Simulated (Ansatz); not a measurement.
A computed series for Au: response to strain

Start from Au in the fcc (Cu type) structure (space group Fm-3m, No. 225; a = 4.083 Å; relaxed with 0.1 eV smearing).

Strains are applied to the cell and any free atomic positions relax.

Method: PBEsol (Ansatz, a quantum-chemistry and plane-wave program), spin-orbit coupling left out, earlier PAW set.

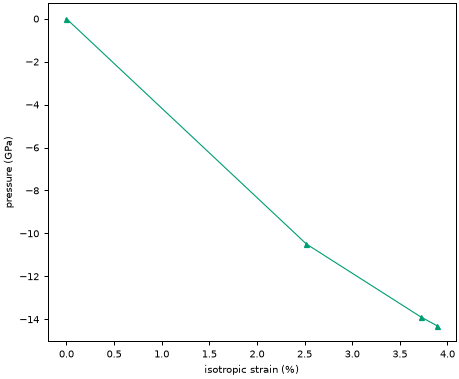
*Pressure against isotropic strain*

```csv
isotropic strain (%),pressure
2.52,-10.5 GPa
3.72,-13.9 GPa
3.89,-14.3 GPa
```

No phonon test of stability was made.
